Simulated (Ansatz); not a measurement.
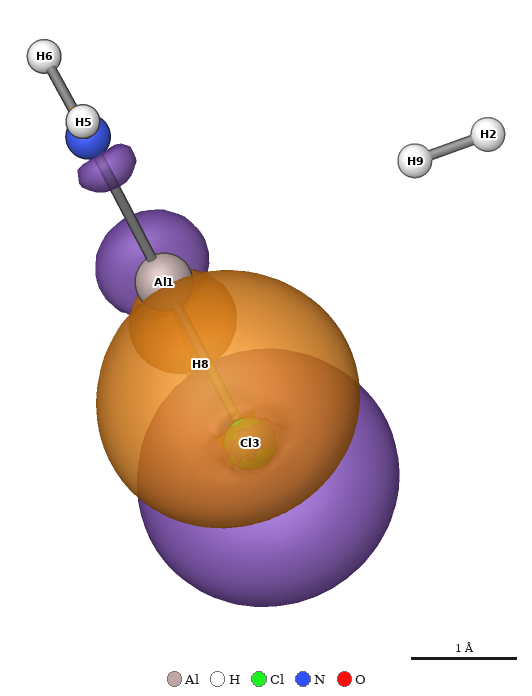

*AlClH$_{3}$NO···H$_{2}$. The HOMO−1 at ±0.1 Å⁻³ᐟ² (orange and purple are the two phases), seen at an oblique angle.*

These are results of Ansatz, RHF/def2-SVP, not measurements.

Input

```
crystal:
  periodic: [false, false, false]
  atoms:
    - { symbol: Al, position_ang: [-0.00386, 0.620878, -0.341183] }
    - { symbol: H, position_ang: [-0.243324, -0.208099, 2.281578] }
    - { symbol: Cl, position_ang: [1.754407, -0.42902, -0.826685] }
    - { symbol: "N", position_ang: [-1.551035, 0.079482, -0.958467] }
    - { symbol: H, position_ang: [-1.695175, -0.743493, -1.510129] }
    - { symbol: H, position_ang: [-2.420286, 0.551956, -0.801939] }
    - { symbol: O, position_ang: [0.097879, 2.070669, 0.608691] }
    - { symbol: H, position_ang: [0.882646, 2.539082, 0.837575] }
    - { symbol: H, position_ang: [-0.163951, 0.486545, 2.143258] }
basis:
  gaussian: { orbitals: def2-SVP }
hamiltonian:
  xc: hf
relax:
  f_tol: 0.03
  max_steps: 50
output:
  orbitals: {}
```

Command:

```sh
ansatz run input.yaml --threads 1 --pin off --max-ram 2048MiB --backend cpu --events-out ev --progress --plain --runs-dir out
```

The fields are those of the run's last geometry, not of the input's.

Q: What is the character of this orbital?

A: Its weight (Hirshfeld) is mainly on Cl3 (about 90 %); largely a lone pair of Cl3. Its energy is −12.28 eV.
